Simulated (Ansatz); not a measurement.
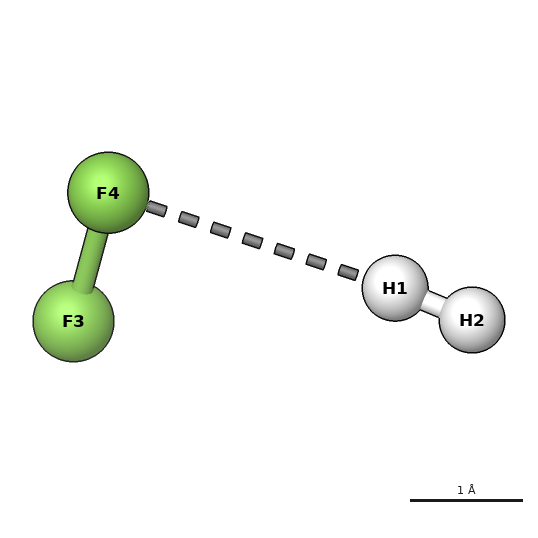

Two molecules or ions; the broken line marks their closest contact (measured against van der Waals radii). Geometry: a pair of rigid molecules at a changed separation. Program: Ansatz 0.2.0.

Which two species are they?

Answer. H2 and F2 (`FF.[H][H]`).

How long is the contact?

Answer. H1···F4 is 2.72 Å.

Give the counterpoise-corrected interaction energy (kcal/mol, monomers kept as in the pair) with RHF-CCSD(T) (frozen core)/def2-TZVPPD; PBE-D4/def2-TZVPPD; ωB97M-V/def2-TZVPPD; PBE0-D4/def2-TZVPPD; r2SCAN-D4/def2-TZVPPD.

| level | interaction energy (kcal/mol) |
| --- | --- |
| RHF-CCSD(T) (frozen core)/def2-TZVPPD | −0.1 |
| PBE-D4/def2-TZVPPD | −0.3 |
| ωB97M-V/def2-TZVPPD | −0.1 |
| PBE0-D4/def2-TZVPPD | −0.2 |
| r2SCAN-D4/def2-TZVPPD | −0.1 |
